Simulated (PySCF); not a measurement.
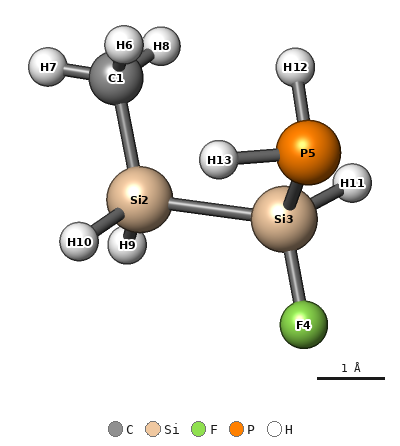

Fig. 1: The structure as given in the input (ball-and-stick view, seen at a tilt; atoms are numbered from 1 in the order of the input). Bond lengths as drawn: C–H 1.10 Å, C–Si 1.89 Å, F–Si 1.64 Å, H–P 1.43 Å, H–Si 1.50 Å, P–Si 2.26 Å and Si–Si 2.34 Å.

**CH8FPSi2: one change and its effect**

System: CH8FPSi2.
Method of run 1: TDDFT HF/def2-SVPD, vertical, gas phase, core orbitals frozen in the response (PySCF 2.14.0).

The geometry comes from this level: PBE0-D3(BJ)/def2-SVP. Text and figures count atoms from 1; the logs count them from 0 in places.

**Input file, run 1**
```
{"job": {"kind": "uv", "xc": "HF", "basis": "def2-SVPD", "ip": true}, "charge": 0, "multiplicity": 1}
C      1.773172     0.487592     0.433085
Si     0.744478    -0.090712    -1.037095
Si    -1.259286    -1.016875    -0.255299
F     -2.179520    -1.468979    -1.530292
P     -2.465967     0.431019     0.997709
H      1.221598     1.233611     1.025275
H      2.711773     0.948608     0.089660
H      2.028996    -0.355416     1.092561
H      1.505530    -1.084371    -1.857949
H      0.387967     1.069953    -1.913615
H     -1.042894    -2.225513     0.598873
H     -1.448344     0.451198     2.004200
H     -1.970360     1.602298     0.344251
```

The first line tells a small driver script what to run in PySCF; the rest is the geometry in Å.

Launched with:
```bash
OMP_NUM_THREADS=1 python <driver script> task.json out
```

Hardware: 1 CPU thread, shared host.

**Output (run 1)**
```
final grid: 101568 points
cycle   1  E = -1060.1618743289  dE = -7.515e-02  |g| = 5.279e-01  |ddm| = 3.761e+00
cycle   2  E = -1060.2320849665  dE = -7.021e-02  |g| = 3.013e-01  |ddm| = 9.974e-01
cycle   3  E = -1060.2496262720  dE = -1.754e-02  |g| = 6.280e-02  |ddm| = 3.106e-01
cycle   4  E = -1060.2514216666  dE = -1.795e-03  |g| = 1.248e-02  |ddm| = 1.884e-01
cycle   5  E = -1060.2515267741  dE = -1.051e-04  |g| = 3.583e-03  |ddm| = 4.137e-02
cycle   6  E = -1060.2515386225  dE = -1.185e-05  |g| = 1.015e-03  |ddm| = 1.356e-02
cycle   7  E = -1060.2515396967  dE = -1.074e-06  |g| = 2.670e-04  |ddm| = 3.761e-03
cycle   8  E = -1060.2515397684  dE = -7.167e-08  |g| = 7.727e-05  |ddm| = 1.052e-03
cycle   9  E = -1060.2515397738  dE = -5.374e-09  |g| = 2.835e-05  |ddm| = 2.630e-04
cycle  10  E = -1060.2515397745  dE = -7.465e-10  |g| = 7.874e-06  |ddm| = 1.036e-04
converged SCF energy = -1060.2515397745

Static polarisability (au): isotropic 90.735, principal 79.780 85.991 106.432

Singlet excitations
state   eV       nm        f      main configurations
  1   6.6239    187.2   0.07344   H->L 0.26, H->L+1 0.19, H->L+4 0.18
  2   6.9087    179.5   0.07175   H->L+4 0.39, H->L 0.24
  3   7.3030    169.8   0.08596   H->L+1 0.27, H->L+3 0.16, H->L+5 0.12
  4   7.3330    169.1   0.36243   H->L+3 0.43, H->L+2 0.23, H->L+1 0.12
  5   8.1840    151.5   0.07362   H-1->L 0.38, H-1->L+5 0.10
  6   8.2694    149.9   0.11264   H->L+6 0.20, H-1->L+3 0.13, H->L+8 0.10
  7   8.4820    146.2   0.04269   H->L+6 0.17, H->L+1 0.14, H-1->L+1 0.13
  8   8.9267    138.9   0.22360   H->L+5 0.14, H->L+2 0.09
  9   8.9561    138.4   0.04614   H-2->L+1 0.26, H-2->L 0.18, H->L+5 0.11
 10   9.0577    136.9   0.03651   H-1->L+3 0.17, H-2->L+4 0.15, H->L+2 0.10

Triplet excitations (Tamm-Dancoff, eV): 5.4018 5.5290 5.9749 6.4279
Vertical ionisation energy (delta-SCF) = 8.6271 eV
```

Run 2 used a changed input.

**The two runs side by side**

```csv
quantity,run 1,run 2
outcome,converged,converged
total energy (hartree),−1060.251540,−1062.734361
HOMO (eV),−9.81,−9.15
LUMO (eV),2.21,1.09
dipole moment (D),2.83,2.76
lowest excitation (eV),6.62,5.89
SCF iterations,10,12
strongest computed line (eV),7.33,6.69
basis functions,179,179
wall time (shared host),26 s,80 s
```

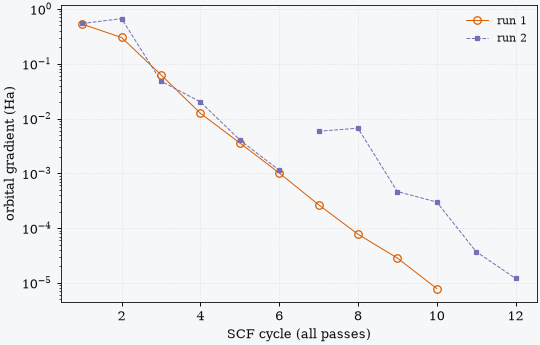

Fig. 2: Convergence of the two runs: orbital gradient against the SCF cycle. A break in a curve parts two SCF passes (coarse and final grid). Run 1 takes 10 cycles in all, and run 2 takes 12.

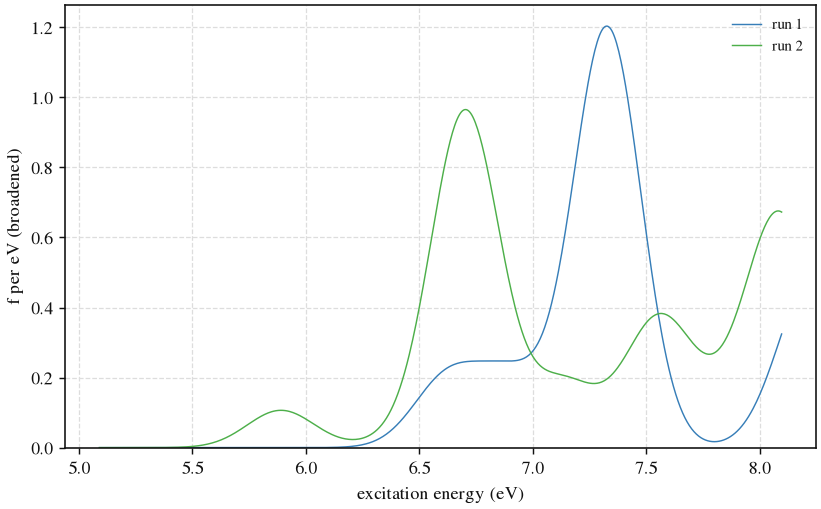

Fig. 3: Absorption of the two runs from their computed states, each broadened by a Gaussian of 0.35 eV full width; the range ends where the shorter list of states ends.

What was changed in the input?

The change (lines with − go, lines with + come):
```diff
-"xc": "HF"
+"xc": "wB97X-D"
```

The total energies belong to different methods, so their difference says nothing on which is more stable or more accurate. The HOMO goes from −9.81 to −9.15 eV. The LUMO goes from 2.21 to 1.09 eV. The dipole moment goes from 2.83 to 2.76 D. The lowest excitation goes from 6.62 to 5.89 eV. The strongest computed line goes from 7.33 to 6.69 eV. The method changes from HF to wB97X-D. The SCF takes 12 iterations against 10.

**Output (run 2)**
```
coarse grid: 12008 points
cycle   1  E = -1062.5364170818  dE = -6.090e-02  |g| = 5.426e-01  |ddm| = 3.912e+00
cycle   2  E = -1062.5281380452  dE =  8.279e-03  |g| = 6.654e-01  |ddm| = 1.121e+00
cycle   3  E = -1062.6008901538  dE = -7.275e-02  |g| = 4.820e-02  |ddm| = 4.859e-01
cycle   4  E = -1062.6014903380  dE = -6.002e-04  |g| = 2.010e-02  |ddm| = 1.102e-01
cycle   5  E = -1062.6016272648  dE = -1.369e-04  |g| = 4.071e-03  |ddm| = 4.751e-02
cycle   6  E = -1062.6016341208  dE = -6.856e-06  |g| = 1.138e-03  |ddm| = 1.092e-02
final grid: 101568 points
cycle   7  E = -1062.7343531076  dE = -6.945e-05  |g| = 5.852e-03  |ddm| = 9.469e-02
cycle   8  E = -1062.7343536424  dE = -5.348e-07  |g| = 6.654e-03  |ddm| = 1.679e-02
cycle   9  E = -1062.7343608319  dE = -7.189e-06  |g| = 4.645e-04  |ddm| = 4.483e-03
cycle  10  E = -1062.7343609047  dE = -7.280e-08  |g| = 2.986e-04  |ddm| = 1.770e-03
cycle  11  E = -1062.7343609302  dE = -2.555e-08  |g| = 3.717e-05  |ddm| = 5.317e-04
cycle  12  E = -1062.7343609311  dE = -8.463e-10  |g| = 1.203e-05  |ddm| = 1.652e-04
converged SCF energy = -1062.7343609311

Static polarisability (au): isotropic 96.995, principal 83.735 92.149 115.101

Singlet excitations
state   eV       nm        f      main configurations
  1   5.8901    210.5   0.03965   H->L 0.80, H->L+3 0.10
  2   6.3984    193.8   0.00682   H->L+3 0.53, H->L+1 0.28
  3   6.6916    185.3   0.29707   H->L+1 0.40, H->L+2 0.33
  4   6.7580    183.5   0.06593   H->L+2 0.52, H->L+1 0.23, H->L+3 0.13
  5   7.1358    173.7   0.06811   H-1->L 0.77
  6   7.5477    164.3   0.12679   H->L+5 0.26, H->L+4 0.24, H-1->L+1 0.23
  7   7.6305    162.5   0.00608   H->L+6 0.34, H->L+4 0.18, H->L+5 0.18
  8   7.7667    159.6   0.02327   H-2->L 0.69
  9   7.9907    155.2   0.03310   H-1->L+1 0.52, H->L+5 0.11, H->L+4 0.09
 10   8.0968    153.1   0.22272   H-1->L+3 0.26, H->L+6 0.21, H->L+5 0.17

Triplet excitations (Tamm-Dancoff, eV): 5.2623 5.6663 5.7161 6.2326
Vertical ionisation energy (delta-SCF) = 9.3514 eV
```
